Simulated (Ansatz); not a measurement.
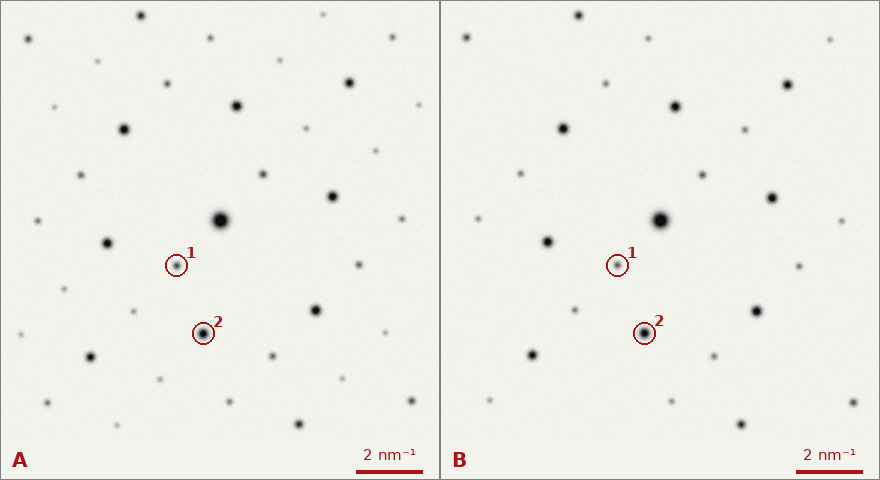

Kinematic electron diffraction patterns (200 kV, B = 0.5 Å², same scale) along [101] of the run's own cell, for the start and the end of one relaxation of Pb3Cl2 with Ansatz 0.2.0, DFT PBE, scalar-relativistic, plane waves, PAW. k mesh 6×6×6. The start is a generated model structure, and the relaxation ends in the nearest stationary point of its symmetry, not necessarily the ground state. Spot 1 is 0 -1 0 and spot 2 is 1 -2 -1 in both.

Start structure:

```yaml
crystal:
  lattice:
    - [6.09208, 0.00000, 0.00000]
    - [-3.04604, 5.27590, 0.00000]
    - [0.00000, 0.00000, 8.32133]
  atoms:
    - { symbol: Pb, position: [0.66953, 0.66953, 0.50000] }
    - { symbol: Pb, position: [0.33047, 0.00000, 0.50000] }
    - { symbol: Pb, position: [0.00000, 0.33047, 0.50000] }
    - { symbol: Cl, position: [0.00000, 0.00000, 0.23529] }
    - { symbol: Cl, position: [0.00000, 0.00000, 0.76471] }
```

Which pattern belongs to the start structure, and which to the relaxed one?

B is the start: its cell gives d(1) = 5.276 Å, d(2) = 2.860 Å and an angle of 35.6°. A is the relaxed structure, with d(1) = 5.200 Å (-1.4 %), d(2) = 2.841 Å (-0.7 %) and 35.0°.

Name reflections whose intensity changes strongly on relaxation.

1 -3 -1 comes into sight; 2 -2 -2 goes from 5 to 9.1 % of the strongest spot.

Summarise the relaxation behind the change.

The volume changed by +2.7 % to 54.96 Å³ an atom; with the mean shift removed, the atoms moved by up to 0.08 Å relative to the cell (Pb most); the space group stayed P-62m (No. 189); the free energy fell by 14 meV an atom. Relaxed cell: a = 6.005 Å, b = 6.005 Å, c = 8.801 Å, α = 90.00°, β = 90.00°, γ = 120.00°.
